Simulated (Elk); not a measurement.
# Cr: where do free moments turn?, part 2 of 2

Aim: see whether a non-collinear arrangement of the moments of Cr lies under the collinear ones.

Elk 11.2.3 (patched build); LDA (Perdew-Wang); all-electron APW+lo, Dirac cores, scalar-relativistic bands.

So far. Step 3 (Start 2: two sublattices 60 degrees apart): It lies 20.5 meV a seeded atom under the first start, and its largest moment is 1.24 μB against 4.7e-5 μB. Step 4 (Start 3: random 2): It lies 20.4 meV a seeded atom under the first start, and its largest moment is 1.24 μB against 4.7e-5 μB.

## (5) Start 4: random 1

A random start has no symmetry to hold it, so the moments can find their own angles.

elk.in

```
tasks
  0

xctype
  3

rgkmax
  8.0

nempty
  12

swidth
  0.002

reducebf
  0.5

epsengy
  1e-06

maxscl
  120

lmaxi
  2

mixtype
  1

beta0
  0.05

vkloff
  0.500000 0.500000 0.500000

spinpol
  .true.

sppath
  './'

avec
  5.61040667272 0.00000000000 0.00000000000
  0.00000000000 5.61040667272 0.00000000000
  0.00000000000 0.00000000000 5.61040667272

atoms
  1
  'Cr.in'
  2
  0.0000000000 0.0000000000 0.0000000000   -0.059377 0.020213 -0.041115
  0.5000000000 0.5000000000 0.5000000000   -0.060667 0.022695 0.037808

ngridk
  7 7 7
```

Command:

```bash
OMP_NUM_THREADS=2 elk
```

Numbers of over 12 decimals in the logs are rounded to 6 here.

What it wrote:

```text
┌─────────────────────────┐
│ Elk code version 11.2.3 │
└─────────────────────────┘

All units are atomic (Hartree, Bohr, etc.)

┌─────────────────────────────────────────────────┐
│ Ground-state run starting from atomic densities │
└─────────────────────────────────────────────────┘

Lattice vectors :
   5.610406673       0.000000000       0.000000000
   0.000000000       5.610406673       0.000000000
   0.000000000       0.000000000       5.610406673

Species : 1 (Cr)
 muffin-tin radius :    2.400000000
[...]
error                       :   0.2325872522E-03

Moments :
 interstitial                :  -0.1862334537E-06  0.3894722539E-06  0.2328403547E-04
 muffin-tins
  species : 1 (Cr)
   atom 1                    :  -0.1105587418E-01  0.1997167397E-01   1.236157378
   atom 2                    :   0.1105636661E-01 -0.1997216248E-01  -1.236183304
 total in muffin-tins        :   0.4924266029E-06 -0.4885132562E-06 -0.2592673459E-04
 total moment                :   0.3061931492E-06 -0.9904100223E-07 -0.2642699113E-05

┌──────────────────────────────┐
│ Self-consistent loop stopped │
└──────────────────────────────┘

Wrote STATE.OUT

[key lines of the parts left out:]
total energy                :     -2097.7502981473
```

Run time: 100 s. Hardware: 2 threads of Arm Neoverse V2, shared host; peak memory 0.08 GiB; 3.2 min of CPU time.

Spin moment in the muffin-tin sphere by atom:

```csv
atom,x (μB),y (μB),z (μB),size
Cr1,-0.01,0.02,1.24,1.24
Cr2,0.01,-0.02,-1.24,1.24
```

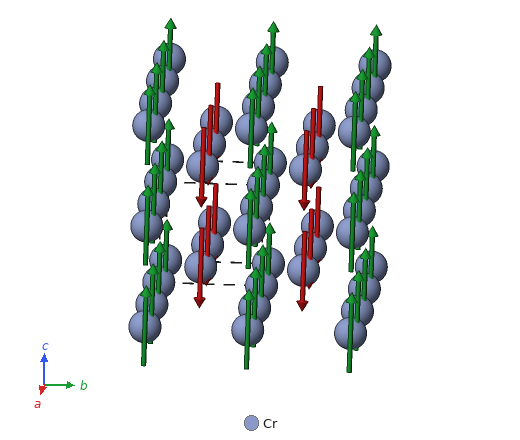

Spin moment in the muffin-tin sphere as arrows, the longest 1.24 μB. The two directions have two colours. 3×2×2 cells are drawn. Some periodic images of atoms are drawn too.

Numbers from this step:

```
density of states at the Fermi level : 0.5629 states/eV/cell
moment between the spheres           : 0, 0, 0 μB
magnetization                        : 0, 0, 0 μB
final state                          : antiferromagnetic
```

It lies 20.5 meV a seeded atom under the first start, and its largest moment is 1.24 μB against 4.7e-5 μB.

## (6) Start 5: collinear alternating

A symmetric texture tests one pattern of angles.

Changes to elk.in since step 5:

```diff
@@ -51,4 +51,4 @@
   2
-  0.0000000000 0.0000000000 0.0000000000   -0.059377 0.020213 -0.041115
-  0.5000000000 0.5000000000 0.5000000000   -0.060667 0.022695 0.037808
+  0.0000000000 0.0000000000 0.0000000000   0.000100 0.000000 -0.075000
+  0.5000000000 0.5000000000 0.5000000000   0.000100 0.000000 0.075000
```

Command:

```bash
OMP_NUM_THREADS=2 elk
```

What it wrote:

```text
┌─────────────────────────┐
│ Elk code version 11.2.3 │
└─────────────────────────┘

All units are atomic (Hartree, Bohr, etc.)

┌─────────────────────────────────────────────────┐
│ Ground-state run starting from atomic densities │
└─────────────────────────────────────────────────┘

Lattice vectors :
   5.610406673       0.000000000       0.000000000
   0.000000000       5.610406673       0.000000000
   0.000000000       0.000000000       5.610406673

Species : 1 (Cr)
 muffin-tin radius :    2.400000000
[...]
error                       :   0.2325999156E-03

Moments :
 interstitial                :  -0.2015953241E-12 -0.2195391465E-23  0.4939152481E-17
 muffin-tins
  species : 1 (Cr)
   atom 1                    :  -0.7387322207E-12 -0.1768266231E-06   1.236505374
   atom 2                    :  -0.7387322207E-12  0.1768266231E-06  -1.236505374
 total in muffin-tins        :  -0.1477464441E-11   0.000000000       0.000000000
 total moment                :  -0.1679059765E-11 -0.2195391465E-23  0.4939152481E-17

┌──────────────────────────────┐
│ Self-consistent loop stopped │
└──────────────────────────────┘

Wrote STATE.OUT

[key lines of the parts left out:]
total energy                :     -2097.7502866168
```

Wall time 70 s (2 threads); peak memory 0.07 GiB; 2.2 min of CPU time.

Read from the output:

```
density of states at the Fermi level : 0.5628 states/eV/cell
moment between the spheres           : 0, 0, 0 μB
magnetization                        : 0, 0, 0 μB
final state                          : antiferromagnetic
largest moment                       : 1.237 μB
```

It lies 20.4 meV a seeded atom under the first start, and its largest moment is 1.24 μB against 4.7e-5 μB.

## (7) A faulty input

A slip in the input shows what the program catches and what it lets pass.

elk.in

```
tasks
  0

xctype
  3

rgkmax
  8.0

nempty
  12

swidth
  0.002

reducebf
  0.5

epsengy
  1e-06

maxscl
  50

lmaxi
  1

mixtype
  1

beta0
  0.05

vkloff
  0.500000 0.500000 0.500000

spinpol
  .true.

lmaxapw
  2

lmaxo
  2

sppath
  './'

avec
  5.61040667272 0.00000000000 0.00000000000
  0.00000000000 5.61040667272 0.00000000000
  0.00000000000 0.00000000000 5.61040667272

atoms
  1
  'Cr.in'
  2
  0.0000000000 0.0000000000 0.0000000000   0.000000 0.000000 -0.075000
  0.5000000000 0.5000000000 0.5000000000   0.000000 0.000000 0.075000

ngridk
  7 7 7
```

Command:

```bash
OMP_NUM_THREADS=2 elk
```

What it wrote:

```text
┌─────────────────────────────────┐
│ Elk code version 11.2.3 started │
└─────────────────────────────────┘

Error(readinput): lmaxo < 3 : 2
```

Elapsed: 0.01 s, on 2 threads; peak memory 0.05 GiB.

The program refused the input before any cycle.

The fault put into the input: angular cutoffs far too low.

Cut at l = 2, the expansion in the spheres loses all higher parts of the states and of the density, such as products of d states; lmaxapw 8 and lmaxo 6 are usual.

## (8) The textures together

Textures, by row:

```csv
start,final state,energy over the lowest (meV a seeded atom),smallest moment (μB),largest moment (μB),net moment (μB a cell),angles to the first moment (degrees)
collinear parallel,non-magnetic,20.51,0,0,9.17e-5,0
two sublattices 60 degrees apart,antiferromagnetic,0.05248,1.236,1.236,0,180
random 2,antiferromagnetic,0.1149,1.236,1.236,0,180
random 1,antiferromagnetic,0,1.236,1.236,0,180
collinear alternating,antiferromagnetic,0.1569,1.237,1.237,0,180
```

## (9) Results

| Item | Value |
| --- | --- |
| lowest starts | two sublattices 60 degrees apart, random 2, random 1 and collinear alternating |
| its final state | antiferromagnetic |
| its moments | 1.24 μB |
| its net moment | 0 μB a cell |

In words: No start ends non-collinear; the lowest state is antiferromagnetic. The starts two sublattices 60 degrees apart, random 2, random 1 and collinear alternating end within 0.5 meV of one another in the same kind of state, so no order among them can be read. The mesh is coarse, so differences of some ten meV can be noise in a metal. Directions relax slowly, so a converged non-collinear state can be a saddle point that symmetry holds. Without spin–orbit coupling only the angles between moments matter.

[Logs and program files are shortened in this print: banners, set-up blocks, solver, clock and traceback lines can be left out without a mark of their own.]

[Logs are printed without paths, hosts, clocks, repeated set-up lines and the standing remarks that a program may print on its own settings, such as how far it seeks lower states.]

[Hosts, paths, dates, database ids (printed as entryN), source tags and the programs' standing remarks are cut or masked in the printed files.]

[Where a cell is said to come from a database of computed structures, the database is the Materials Project.]
